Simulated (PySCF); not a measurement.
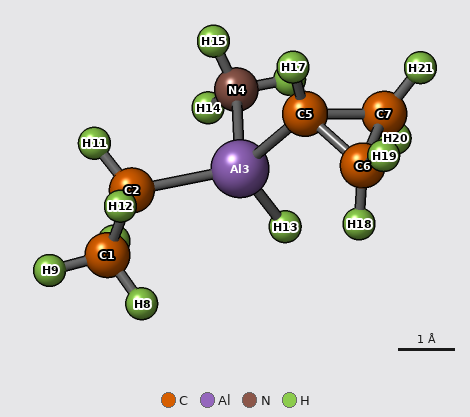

Figure 1. The input geometry (ball-and-stick view, seen at a tilt; atoms are numbered from 1 in the order of the input). Sticks mark near contacts. Bond lengths as drawn: Al–C 1.99 to 2.01 Å, Al–H 1.57 Å, Al–N 2.08 Å, C–C 1.49 to 1.54 Å, C–H 1.08 to 1.10 Å and H–N 1.02 Å.

# Run report: C5H14AlN, NMR shielding calculation

System: C5H14AlN.
Method: GIAO PBE0/pcSseg-1 NMR shielding, non-relativistic, gas phase (PySCF 2.14.0).

The geometry comes from this level: GFN2-xTB. Figures and captions count atoms from 1; the log counts them from 0 in places.

**The program's output**
```
coarse grid: 16800 points
cycle   1  E = -495.5386438791  dE =  4.685e-01  |g| = 5.717e-01  |ddm| = 3.839e+00
cycle   2  E = -495.5105861563  dE =  2.806e-02  |g| = 6.779e-01  |ddm| = 1.214e+00
cycle   3  E = -495.6306382772  dE = -1.201e-01  |g| = 4.012e-02  |ddm| = 6.787e-01
cycle   4  E = -495.6309879334  dE = -3.497e-04  |g| = 1.297e-02  |ddm| = 4.733e-02
cycle   5  E = -495.6310177886  dE = -2.986e-05  |g| = 7.009e-03  |ddm| = 1.807e-02
cycle   6  E = -495.6310297198  dE = -1.193e-05  |g| = 7.694e-04  |ddm| = 6.515e-03
cycle   7  E = -495.6310298609  dE = -1.411e-07  |g| = 2.559e-04  |ddm| = 1.263e-03
final grid: 154136 points
cycle   8  E = -495.6677419758  dE = -3.983e-05  |g| = 9.780e-03  |ddm| = 2.666e-02
cycle   9  E = -495.6677304733  dE =  1.150e-05  |g| = 1.213e-02  |ddm| = 1.807e-02
cycle  10  E = -495.6677655023  dE = -3.503e-05  |g| = 3.509e-04  |ddm| = 9.688e-03
cycle  11  E = -495.6677655211  dE = -1.881e-08  |g| = 1.641e-04  |ddm| = 3.965e-04
cycle  12  E = -495.6677655265  dE = -5.405e-09  |g| = 5.167e-05  |ddm| = 1.597e-04
cycle  13  E = -495.6677655271  dE = -6.211e-10  |g| = 8.396e-06  |ddm| = 6.107e-05
```

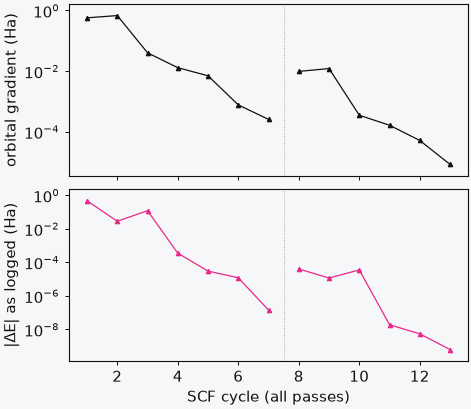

Figure 2. Convergence of the self-consistent field: orbital gradient and size of the energy change against the SCF cycle. The dotted line marks the change from a coarse to the final integration grid. The first 7 cycles use a coarse grid, the final grid takes over at cycle 8, and the field converges after 13 cycles in all.

```
converged SCF energy = -495.6677655271

GIAO shielding tensors (ppm)
atom      isotropic    diamagn.    paramagn.     s11        s22        s33       span
  0 C      172.429     245.471     -73.041    165.531    167.947    183.811     18.280
  1 C      184.102     251.266     -67.164    174.351    187.192    190.762     16.411
  2 Al     395.705     797.854    -402.150    324.274    399.483    463.356    139.081
  3 N      235.699     318.451     -82.752    222.620    239.944    244.534     21.914
  4 C      197.592     250.650     -53.058    161.701    194.294    236.782     75.081
  5 C      186.473     253.783     -67.310    160.191    177.509    221.719     61.527
  6 C      186.726     254.698     -67.972    158.354    178.062    223.761     65.407
  7 H       30.552      30.010       0.542     25.897     29.286     36.474     10.577
  8 H       30.179      27.462       2.717     24.882     27.697     37.958     13.075
  9 H       31.001      30.375       0.626     26.203     30.183     36.616     10.414
 10 H       31.783      32.635      -0.853     27.839     30.337     37.172      9.333
 11 H       31.291      32.226      -0.935     26.543     30.151     37.178     10.636
 12 H       28.573      32.839      -4.266     25.642     27.967     32.109      6.467
 13 H       29.774      30.568      -0.794     23.299     25.949     40.073     16.774
 14 H       29.820      30.946      -1.127     24.790     25.632     39.038     14.248
 15 H       29.385      31.107      -1.722     22.292     27.174     38.687     16.395
 16 H       32.765      32.716       0.049     26.252     28.204     43.838     17.585
 17 H       31.557      32.340      -0.782     24.646     29.347     40.680     16.034
 18 H       31.134      30.665       0.468     25.010     26.433     41.957     16.947
 19 H       31.862      32.875      -1.013     25.429     29.639     40.518     15.090
 20 H       31.266      30.764       0.501     25.203     26.639     41.956     16.753
```

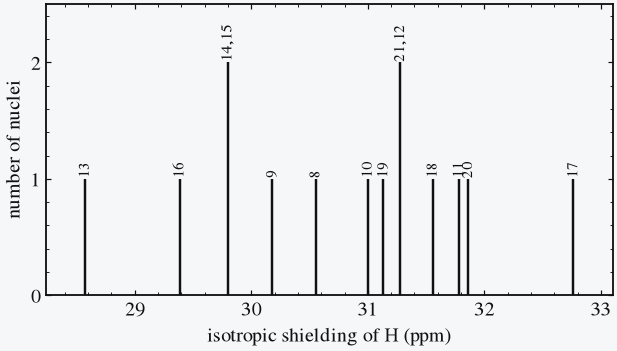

Figure 3. Isotropic shieldings of the hydrogen nuclei in this fixed geometry, labelled by atom number; shielding grows to the right, so chemical shift grows to the left. The least shielded is H13 (28.6 ppm), the most shielded H17 (32.8 ppm).

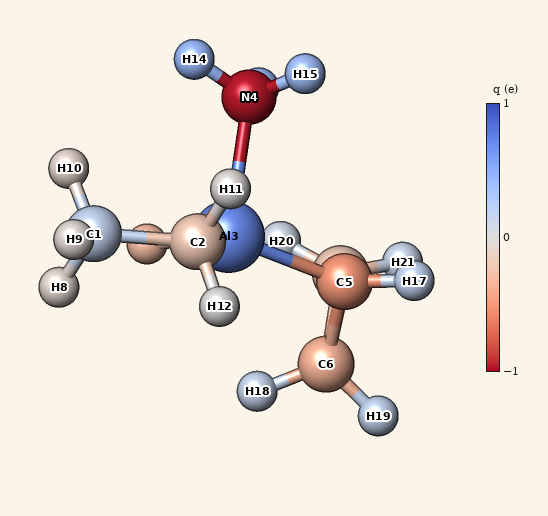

Figure 4. ESP-fitted charges, as the colour of each atom (ball-and-stick view, seen at a tilt; atoms are numbered from 1 in the order of the input). By element: C −0.50 to +0.17, Al +0.68, N −0.95 and H −0.29 to +0.40 e.

This output came from the following input.

**Input**
```
{"job": {"kind": "nmr", "xc": "PBE0", "basis": "pcSseg-1"}, "charge": 0, "multiplicity": 1}
C     -2.916073    -0.829593    -0.472110
C     -1.826121    -0.936129     0.607677
Al    -0.155425    -0.007266    -0.017483
N     -0.430931     1.928633     0.705533
C      1.671455    -0.326874     0.711990
C      2.543602    -0.993477    -0.330639
C      2.695928     0.463255    -0.077737
H     -2.555065    -1.244338    -1.412643
H     -3.826242    -1.362517    -0.191137
H     -3.178438     0.212624    -0.657652
H     -2.240790    -0.552882     1.553025
H     -1.651614    -2.004656     0.801246
H     -0.101228     0.420987    -1.524746
H     -1.304844     2.337071     0.387450
H     -0.405484     1.964657     1.720904
H      0.334798     2.492749     0.347340
H      1.998664    -0.546729     1.728996
H      2.076455    -1.284268    -1.265413
H      3.335402    -1.660511    -0.018351
H      2.331676     1.131539    -0.852517
H      3.595357     0.814670     0.410497
```

The first line tells a small driver script what to run in PySCF; the rest is the geometry in Å.

Run as:
```bash
OMP_NUM_THREADS=1 python <driver script> task.json out
```

**Results in brief**

```tsv
quantity	value
outcome	converged
total energy	−495.667766 hartree
HOMO	−6.43 eV
LUMO	0.16 eV
dipole moment	4.82 D
isotropic shielding, C	172.4 to 197.6 ppm
isotropic shielding, Al	395.7 ppm
isotropic shielding, N	235.7 ppm
isotropic shielding, H	28.6 to 32.8 ppm
hardware	1 CPU thread, shared host
wall time	51 s
peak memory	0.87 GiB
```
